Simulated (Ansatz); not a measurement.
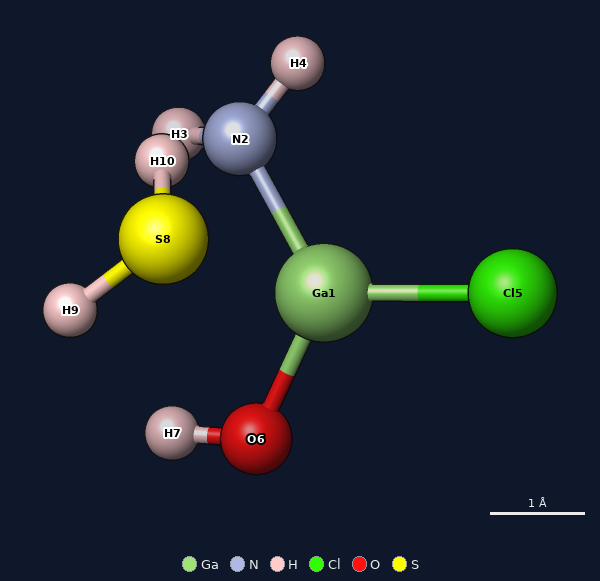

Figure 1. The structure as given in the input (ball-and-stick view, seen at a tilt; atoms are numbered from 1 in the order of the input). Sticks mark near contacts. Bond lengths as drawn: Cl–Ga 2.13 Å, Ga–N 1.90 Å, Ga–O 1.78 Å, H–N 1.02 Å, H–O 0.96 Å and H–S 1.35 to 1.38 Å.

Geometry relaxation of GaNH₅SClO (part 1 of 2)

- system: GaNH₅SClO
- method: RKS PBE0/def2-SVP (Ansatz 0.2.0)

It belongs to a series of runs on one base structure; here: end point A relaxed. Figures and captions count atoms from 1; the log counts them from 0 in places.

## The program's output
```
The last accepted step is kept in [file] (removed where the run ends without a failure and the disk answers)
Engine: ansatz 0.2.0, x86_64-unknown-linux-gnu
Functional definition: PBE0
  parameter a = 0.25
  parameter kappa = 0.804
  parameter beta = 0.06672455060314922
  exchange = (1 - a)*pbe_x(kappa = kappa, mu = beta*pi^2/3) + a*exact_x
  correlation = pbe_c(beta = beta)
1245 factors; integrals over basis functions are off by at most 3.6e-4 eV
mean field evaluation 1: about -79312.2068 eV, gradient 7.2e1 eV
mean field evaluation 2: about -79292.8884 eV, gradient 1.2e2 eV
mean field evaluation 4: about -79321.8802 eV, gradient 6.3e0 eV
mean field evaluation 8: about -79321.9777 eV, gradient 2.6e-1 eV
mean field evaluation 16: about -79321.9779 eV, gradient 1.4e-5 eV
mean field -79321.97792116 eV, -2915.0289222350 hartree, gradient 1.4e-5 eV, S^2 0.000000; 0 other end points of the search recorded, 0 dependent functions left out
the calculation of the forces begins
reference -79321.97795086 eV, -2915.0289233263 hartree; 42, 42 occupied and 79, 79 virtual orbitals, 1245 factors
relax step   1: F+E_penalty+E_count = -79321.97792116 eV  Δ(F+E_penalty+E_count) = +0.000e0 eV  max|allowed force component| = 1.071e0 eV/Å  Δτ_max = 0.0000 Å  (28 SCF iters, accepted)
these checks for a lower state are left out or cut short: starts, cluster_reference, orbital_swaps, neighbouring_geometries, increment
1245 factors; integrals over basis functions are off by at most 4.0e-4 eV
mean field -79322.06205948 eV, -2915.0320142612 hartree, gradient 2.4e-5 eV, S^2 0.000000; 0 other end points of the search recorded, 0 dependent functions left out
[... from here on the field's lines of each further geometry are left out, up to the last ...]
relax step   2: F+E_penalty+E_count = -79322.06205948 eV  Δ(F+E_penalty+E_count) = -8.414e-2 eV  max|allowed force component| = 2.875e-1 eV/Å  Δτ_max = 0.1922 Å  (29 SCF iters, accepted)
relax step   3: F+E_penalty+E_count = -79322.12584945 eV  Δ(F+E_penalty+E_count) = -6.379e-2 eV  max|allowed force component| = 4.369e-1 eV/Å  Δτ_max = 0.1946 Å  (30 SCF iters, accepted)
relax step   4: F+E_penalty+E_count = -79322.12082666 eV  Δ(F+E_penalty+E_count) = +5.023e-3 eV  max|allowed force component| = 5.087e-1 eV/Å  Δτ_max = 0.1922 Å  (30 SCF iters, rejected (line search))
relax step   5: F+E_penalty+E_count = -79322.15287857 eV  Δ(F+E_penalty+E_count) = -2.703e-2 eV  max|allowed force component| = 1.740e-1 eV/Å  Δτ_max = 0.0960 Å  (29 SCF iters, accepted)
relax step   6: F+E_penalty+E_count = -79322.16676515 eV  Δ(F+E_penalty+E_count) = -1.389e-2 eV  max|allowed force component| = 3.002e-1 eV/Å  Δτ_max = 0.0995 Å  (30 SCF iters, accepted)
relax step   7: F+E_penalty+E_count = -79322.17366388 eV  Δ(F+E_penalty+E_count) = -6.899e-3 eV  max|allowed force component| = 3.281e-1 eV/Å  Δτ_max = 0.0762 Å  (29 SCF iters, accepted)
relax step   8: F+E_penalty+E_count = -79322.17939427 eV  Δ(F+E_penalty+E_count) = -5.730e-3 eV  max|allowed force component| = 4.757e-1 eV/Å  Δτ_max = 0.1394 Å  (30 SCF iters, accepted)
relax step   9: F+E_penalty+E_count = -79322.18597504 eV  Δ(F+E_penalty+E_count) = -6.581e-3 eV  max|allowed force component| = 2.621e-1 eV/Å  Δτ_max = 0.0455 Å  (30 SCF iters, accepted)
relax step  10: F+E_penalty+E_count = -79322.19475253 eV  Δ(F+E_penalty+E_count) = -8.777e-3 eV  max|allowed force component| = 9.857e-2 eV/Å  Δτ_max = 0.0642 Å  (29 SCF iters, accepted)
relax step  11: F+E_penalty+E_count = -79322.15022878 eV  Δ(F+E_penalty+E_count) = +4.452e-2 eV  max|allowed force component| = 1.518e0 eV/Å  Δτ_max = 0.1951 Å  (30 SCF iters, rejected (line search))
relax step  12: F+E_penalty+E_count = -79322.20473231 eV  Δ(F+E_penalty+E_count) = -9.980e-3 eV  max|allowed force component| = 5.934e-2 eV/Å  Δτ_max = 0.0784 Å  (30 SCF iters, accepted)
relax step  13: F+E_penalty+E_count = -79322.20237017 eV  Δ(F+E_penalty+E_count) = +2.362e-3 eV  max|allowed force component| = 2.593e-1 eV/Å  Δτ_max = 0.1000 Å  (29 SCF iters, rejected (line search))
relax step  14: F+E_penalty+E_count = -79322.21133596 eV  Δ(F+E_penalty+E_count) = -6.604e-3 eV  max|allowed force component| = 1.176e-1 eV/Å  Δτ_max = 0.0499 Å  (29 SCF iters, accepted)
relax step  15: F+E_penalty+E_count = -79322.21811052 eV  Δ(F+E_penalty+E_count) = -6.775e-3 eV  max|allowed force component| = 2.157e-1 eV/Å  Δτ_max = 0.0487 Å  (29 SCF iters, accepted)
relax step  16: F+E_penalty+E_count = -79322.23089120 eV  Δ(F+E_penalty+E_count) = -1.278e-2 eV  max|allowed force component| = 2.263e-1 eV/Å  Δτ_max = 0.0750 Å  (30 SCF iters, accepted)
relax step  17: F+E_penalty+E_count = -79322.25074623 eV  Δ(F+E_penalty+E_count) = -1.986e-2 eV  max|allowed force component| = 1.536e-1 eV/Å  Δτ_max = 0.1125 Å  (29 SCF iters, accepted)
relax step  18: F+E_penalty+E_count = -79322.25981062 eV  Δ(F+E_penalty+E_count) = -9.064e-3 eV  max|allowed force component| = 3.876e-1 eV/Å  Δτ_max = 0.1587 Å  (28 SCF iters, accepted)
relax step  19: F+E_penalty+E_count = -79322.18262998 eV  Δ(F+E_penalty+E_count) = +7.718e-2 eV  max|allowed force component| = 2.163e0 eV/Å  Δτ_max = 0.1811 Å  (30 SCF iters, rejected (line search))
relax step  20: F+E_penalty+E_count = -79322.27781817 eV  Δ(F+E_penalty+E_count) = -1.801e-2 eV  max|allowed force component| = 1.633e-1 eV/Å  Δτ_max = 0.0904 Å  (30 SCF iters, accepted)
relax step  21: F+E_penalty+E_count = -79322.28612629 eV  Δ(F+E_penalty+E_count) = -8.308e-3 eV  max|allowed force component| = 1.129e-1 eV/Å  Δτ_max = 0.1000 Å  (30 SCF iters, accepted)
relax step  22: F+E_penalty+E_count = -79322.29536712 eV  Δ(F+E_penalty+E_count) = -9.241e-3 eV  max|allowed force component| = 8.120e-2 eV/Å  Δτ_max = 0.1500 Å  (29 SCF iters, accepted)
relax step  23: F+E_penalty+E_count = -79322.29635442 eV  Δ(F+E_penalty+E_count) = -9.873e-4 eV  max|allowed force component| = 1.918e-1 eV/Å  Δτ_max = 0.0202 Å  (30 SCF iters, accepted)
relax step  24: F+E_penalty+E_count = -79322.29540615 eV  Δ(F+E_penalty+E_count) = +9.483e-4 eV  max|allowed force component| = 5.854e-1 eV/Å  Δτ_max = 0.0502 Å  (29 SCF iters, rejected (line search))
relax step  25: F+E_penalty+E_count = -79322.29912351 eV  Δ(F+E_penalty+E_count) = -2.769e-3 eV  max|allowed force component| = 6.274e-2 eV/Å  Δτ_max = 0.0245 Å  (30 SCF iters, accepted)
relax step  26: F+E_penalty+E_count = -79322.30495142 eV  Δ(F+E_penalty+E_count) = -5.828e-3 eV  max|allowed force component| = 1.626e-1 eV/Å  Δτ_max = 0.0923 Å  (30 SCF iters, accepted)
relax step  27: F+E_penalty+E_count = -79322.27764184 eV  Δ(F+E_penalty+E_count) = +2.731e-2 eV  max|allowed force component| = 1.632e0 eV/Å  Δτ_max = 0.1469 Å  (31 SCF iters, rejected (line search))
relax step  28: F+E_penalty+E_count = -79322.31017714 eV  Δ(F+E_penalty+E_count) = -5.226e-3 eV  max|allowed force component| = 9.113e-2 eV/Å  Δτ_max = 0.0735 Å  (30 SCF iters, accepted)
relax step  29: F+E_penalty+E_count = -79322.31376751 eV  Δ(F+E_penalty+E_count) = -3.590e-3 eV  max|allowed force component| = 3.679e-2 eV/Å  Δτ_max = 0.0750 Å  (30 SCF iters, accepted)
relax step  30: F+E_penalty+E_count = -79322.31427820 eV  Δ(F+E_penalty+E_count) = -5.107e-4 eV  max|allowed force component| = 2.580e-2 eV/Å  Δτ_max = 0.0556 Å  (29 SCF iters, accepted)
relax step  31: F+E_penalty+E_count = -79322.30532435 eV  Δ(F+E_penalty+E_count) = +8.954e-3 eV  max|allowed force component| = 9.132e-1 eV/Å  Δτ_max = 0.0850 Å  (30 SCF iters, rejected (line search))
relax step  32: F+E_penalty+E_count = -79322.31526980 eV  Δ(F+E_penalty+E_count) = -9.916e-4 eV  max|allowed force component| = 3.225e-2 eV/Å  Δτ_max = 0.0421 Å  (30 SCF iters, accepted)
relax step  33: F+E_penalty+E_count = -79322.31557340 eV  Δ(F+E_penalty+E_count) = -3.036e-4 eV  max|allowed force component| = 1.022e-1 eV/Å  Δτ_max = 0.0402 Å  (30 SCF iters, accepted)
relax step  34: F+E_penalty+E_count = -79322.31579654 eV  Δ(F+E_penalty+E_count) = -2.231e-4 eV  max|allowed force component| = 7.913e-2 eV/Å  Δτ_max = 0.0317 Å  (30 SCF iters, accepted)
relax step  35: F+E_penalty+E_count = -79322.31606529 eV  Δ(F+E_penalty+E_count) = -2.688e-4 eV  max|allowed force component| = 4.090e-2 eV/Å  Δτ_max = 0.0134 Å  (24 SCF iters, accepted)
the calculation of the forces begins
reference -79322.31631567 eV, -2915.0413580036 hartree; 42, 42 occupied and 79, 79 virtual orbitals, 1245 factors
relax step  36: F+E_penalty+E_count = -79322.31628631 eV  Δ(F+E_penalty+E_count) = -2.210e-4 eV  max|allowed force component| = 2.870e-2 eV/Å  Δτ_max = 0.0218 Å  (30 SCF iters, accepted)
```

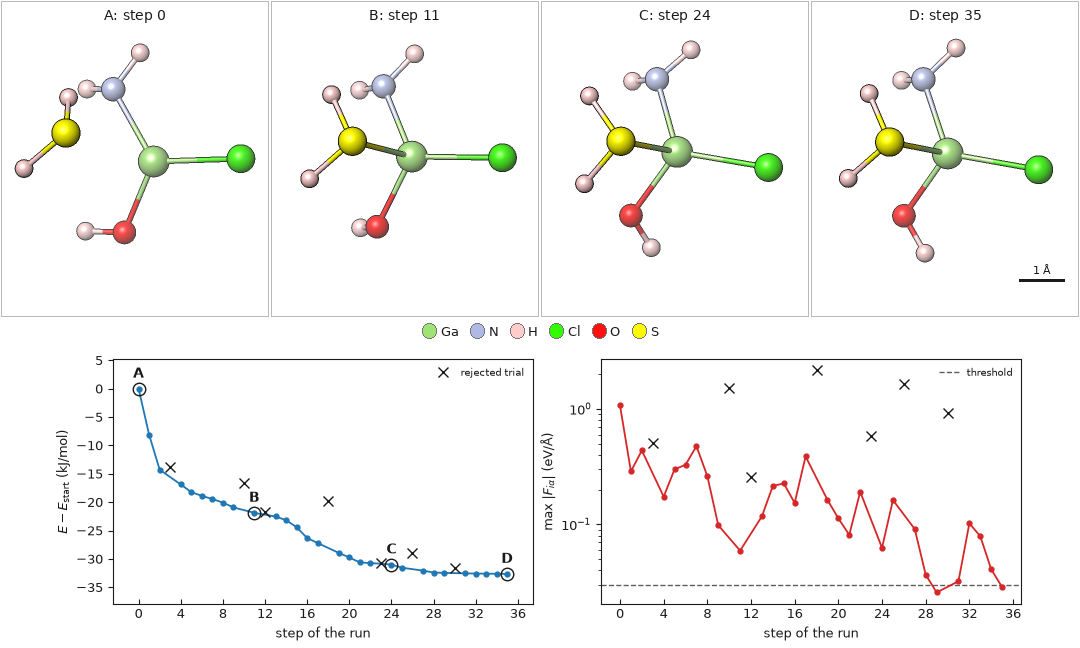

Figure 2. Frames of the relaxation (ball-and-stick view, seen at a tilt) above the curves, on which the letters mark them (the first geometry is step 0 here and step 1 in the log).

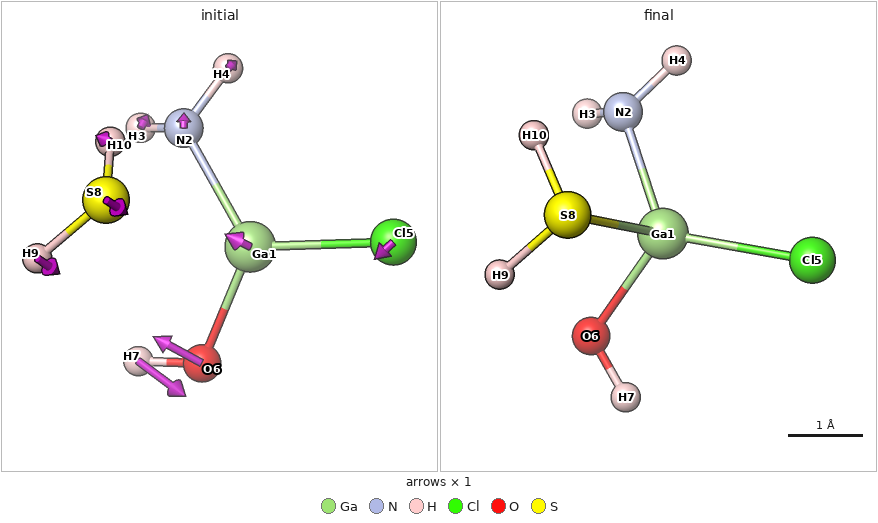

Figure 3. Before (left) and after (right) the relaxation, at one scale (ball-and-stick view, seen at a tilt). The pink arrows give the displacements, at true length. After 35 geometry steps the energy has fallen by 32.6 kJ/mol. The largest force component goes from 1.1 to 0.029 eV/Å. The line search rejected the trial steps at points 3, 10, 12, 18, 23, 26, 30 (counted from 0) and went back. H7 moves most after the best rigid fit: 0.97 Å. By element the largest moves are H 0.97 Å, O 0.78 Å, S 0.48 Å, Ga 0.44 Å, Cl 0.37 Å, N 0.23 Å. Among the contacts that change: Ga1–S8 3.464 → 2.647 Å, Ga1–N2 1.895 → 1.845 Å, Ga1–Cl5 2.133 → 2.169 Å, S8–H10 1.383 → 1.356 Å. Among the angles that change: N2–Ga1–O6 122.9° → 116.3°, Ga1–N2–H3 116.1° → 113.5°, N2–Ga1–Cl5 119.4° → 121.5°. (Atoms are counted from 1 in the order of the input.)

```
1245 factors; integrals over basis functions are off by at most 5.4e-4 eV
mean field -79322.31628631 eV, -2915.0413569247 hartree, gradient 1.0e-5 eV, S^2 0.000000; 1 other end points of the search recorded, 0 dependent functions left out
the calculation of the forces begins
reference -79322.31631567 eV, -2915.0413580036 hartree; 42, 42 occupied and 79, 79 virtual orbitals, 1245 factors
Total energy: -79322.31631567 eV, -2915.0413580036 hartree
Atom 0 at    -0.017632    -0.207105     0.401130 Å, force    -0.024048    -0.006627    -0.028703 eV/Å
Atom 1 at     0.032194     0.021823     2.231364 Å, force     0.002066    -0.009242    -0.000079 eV/Å
Atom 2 at    -0.848028     0.348645     2.623911 Å, force    -0.005372    -0.000255     0.001785 eV/Å
Atom 3 at     0.773597     0.627080     2.574688 Å, force     0.005403     0.004148     0.001804 eV/Å
Atom 4 at     1.494274     0.660208    -0.890138 Å, force    -0.000317     0.001465     0.006486 eV/Å
Atom 5 at    -1.621882    -0.597193    -0.308662 Å, force     0.027857     0.013667     0.012318 eV/Å
Atom 6 at    -1.678681    -0.398108    -1.248443 Å, force    -0.008997    -0.002792    -0.004317 eV/Å
Atom 7 at     0.733156    -2.738691     0.588880 Å, force    -0.018541    -0.003477     0.001944 eV/Å
Atom 8 at    -0.568537    -3.039323     0.372756 Å, force     0.016808     0.006105     0.000501 eV/Å
Atom 9 at     0.521841    -2.450934     1.897415 Å, force     0.005140    -0.002992     0.008263 eV/Å
Dipole moment:    -0.169695    -0.346932     0.316977 e Å
```
